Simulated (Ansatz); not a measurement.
# BH2SF (SMILES FBS) at B3LYP/STO-3G

Aim: the electronic atomisation energy of BH2SF at B3LYP/STO-3G, from 5 runs. 

The calculation is run with Ansatz 0.2.0.

65 further runs of the same task are left out: 65 set aside as unsound or not needed.

## Step 1: The molecule

BH2SF: 5 atoms, total charge 0, spin state singlet. As SMILES, `FBS`. Geometry: relaxed at PBE0-D4/def2-TZVP. This is one conformer, not always the lowest.

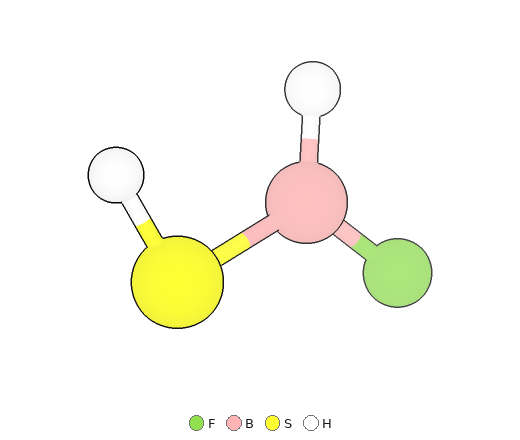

Viewed from a chosen angle; fluorine green, boron pink, sulfur yellow, hydrogen white.

## Step 2: A single-point energy at B3LYP/STO-3G

run.yaml

```yaml
crystal:
  periodic: [false, false, false]
  atoms:
    - {symbol: F, position_ang: [-1.119100, -0.905900, -1.069200]}
    - {symbol: B, position_ang: [-0.412800, -0.339100, -0.106100]}
    - {symbol: S, position_ang: [0.972400, 0.698600, -0.579400]}
    - {symbol: H, position_ang: [-0.712000, -0.530900, 1.033700]}
    - {symbol: H, position_ang: [1.321400, 1.003700, 0.679600]}
basis:
  gaussian: {orbitals: STO-3G}
total_charge: 0
hamiltonian: {xc: {name: B3LYP}}
accuracy: high
```

Started as:

```sh
$ ansatz run run.yaml --threads 1 --pin off --max-ram 2610MiB --events-out events.jsonl --progress --plain --runs-dir runs
```

What it wrote:

```text
Warning: RAYON_NUM_THREADS=1 ignored (pool sized by the plan → 1); use --threads N
Functional definition: B3LYP
  name "B3LYP"
  parameter a0 = 0.2
  parameter ax = 0.72
  parameter ac = 0.81
  exchange = (1 - a0 - ax)*slater_x + ax*b88_x + a0*exact_x
  correlation = (1 - ac)*vwn_rpa_c + ac*lyp_c
371 factors; integrals over basis functions are off by at most 2.9e-8 eV
mean field evaluation 1: about -14094.8699 eV, gradient 1.1e1 eV
mean field evaluation 2: about -14094.7603 eV, gradient 1.3e1 eV
mean field evaluation 4: about -14095.2891 eV, gradient 5.4e-1 eV
mean field evaluation 8: about -14095.2598 eV, gradient 5.2e-3 eV
mean field evaluation 16: about -14095.2598 eV, gradient 1.6e-8 eV
mean field -14095.25975478 eV, -517.9912418781 hartree, gradient 1.6e-8 eV, S^2 0.000000; 0 other end points of the search recorded, 0 dependent functions left out
reference -14095.25977886 eV, -517.9912427627 hartree; 16, 16 occupied and 5, 5 virtual orbitals, 371 factors
Total energy: -14095.25977886 eV, -517.9912427627 hartree
```

Wall time 1.2 s (1 thread of Arm Neoverse V1, shared host); peak memory 0.096 GiB.

## Step 3: The B atom at the same level

molecule.yaml

```yaml
crystal:
  periodic: [false, false, false]
  atoms:
    - symbol: B
      position_ang: [0.000000, 0.000000, 0.000000]
basis:
  gaussian:
    orbitals: STO-3G
magnetization:
  spin_polarized: true
  initial_magnetization: 1
hamiltonian:
  xc: {name: B3LYP}
accuracy: high
```

Run the same way, it converges to -24.28154 Eh (log not shown).

## Step 4: The F atom

input.yaml

```yaml
crystal:
  periodic: [false, false, false]
  atoms:
    - symbol: F
      position_ang: [0.000000, 0.000000, 0.000000]
basis:
  gaussian:
    orbitals: STO-3G
magnetization:
  spin_polarized: true
  initial_magnetization: 1
hamiltonian:
  xc: {name: B3LYP}
accuracy: high
```

Run the same way, it converges to -98.26898 Eh (log not shown).

## Step 5: The H atom

job.yaml

```yaml
crystal:
  periodic: [false, false, false]
  atoms:
    - {symbol: H, position_ang: [0.000000, 0.000000, 0.000000]}
basis:
  gaussian: {orbitals: STO-3G}
accuracy: high
hamiltonian: {xc: {name: B3LYP}}
magnetization: {spin_polarized: true, initial_magnetization: 1}
total_charge: 0
```

Run the same way, it converges to -0.46753 Eh (log not shown).

## Step 6: The S atom

molecule.yaml

```yaml
crystal:
  periodic: [false, false, false]
  atoms:
    - {symbol: S, position_ang: [0.000000, 0.000000, 0.000000]}
basis:
  gaussian:
    orbitals: STO-3G
magnetization:
  spin_polarized: true
  initial_magnetization: 2
hamiltonian:
  xc: {name: B3LYP}
accuracy: high
```

Run the same way, it converges to -393.67266 Eh (log not shown).

## Step 7: What came out

Level: B3LYP/STO-3G.

| quantity | value |
| --- | --- |
| molecule: total energy | -517.99124 Eh |
| B atom: total energy | -24.28154 Eh |
| B atom: ⟨S²⟩ | 0.750 |
| F atom: total energy | -98.26898 Eh |
| F atom: ⟨S²⟩ | 0.750 |
| H atom: total energy | -0.46753 Eh |
| H atom: ⟨S²⟩ | 0.750 |
| S atom: total energy | -393.67266 Eh |
| S atom: ⟨S²⟩ | 2.000 |
| electronic atomisation energy | 22.667 eV |

**Reading.** Taking the molecule apart into free atoms costs 22.67 eV (2187 kJ/mol), before zero-point energy and without spin-orbit coupling. In a minimal basis such a difference can be off by several eV, whatever the method.
